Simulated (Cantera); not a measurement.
Feed: 1 mol SiC, 0.11 mol H2O, 450 mol H2, held at 1173.15 K.

These are equilibrium values from Cantera (NASA tables, ideal gas, pure condensed phases), not measurements of a reactor. Candidate condensed phases: C, C6H6, C7H8, C8H18, H2O, Si, SiC, SiO2; 123 gas species. Mutual solubility and eutectic melting of coexisting phases are not modelled. The tables hold silica as quartz up to 1696 K and as liquid above; real silica turns to tridymite and cristobalite and melts near 1996 K. Kinetics and transport are ignored.

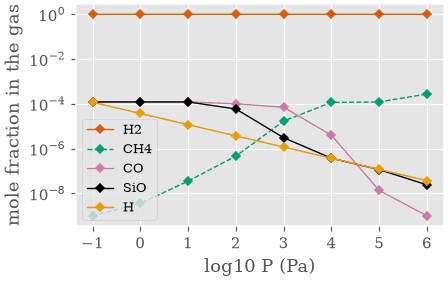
Figure. Equilibrium gas composition (values under 1e-9 drawn at 1e-9)

**Question.** Read off the mole fractions at 10.0 bar.

**Answer.** H2 about 1.00, CH4 about 0.00028, H about 3.7e-8, SiO about 2.4e-8.
